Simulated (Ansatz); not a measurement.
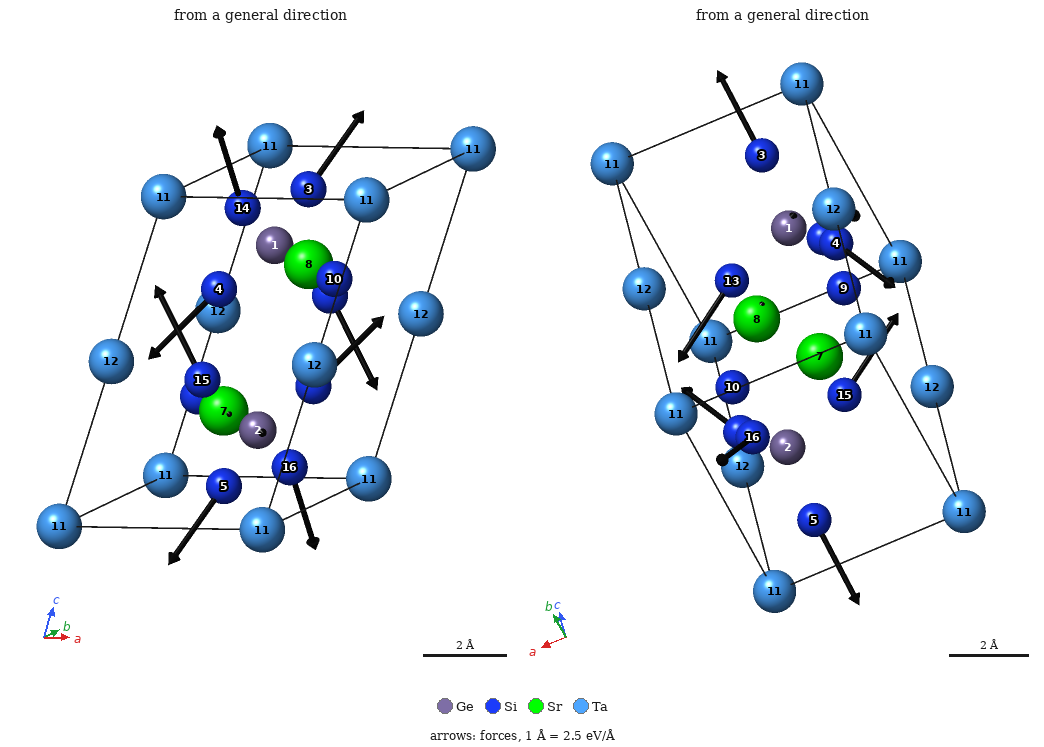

Spheres-only model, viewed from two general directions. The edges of the simulation cell are marked. The arrows are the computed forces on the atoms.

System: SrTaSi5Ge. Level of theory and settings: Ansatz 0.2.0, DFT, PAW plane waves, r2SCAN, E_cut = 500 eV, a 5×5×4 k-point grid, Fermi-Dirac smearing of 0.1 eV, no spin polarisation.

Judging by the arrows, is the geometry relaxed?

No. The atoms still feel forces of up to about 5.5 eV/Å, far above a usual threshold of 0.01 to 0.03 eV/Å.

The model is a generated cell, made by putting these elements into a known structure type (the compound may or may not exist in this form); its atoms and cell weren't optimised. A calculation with Ansatz used it as input.
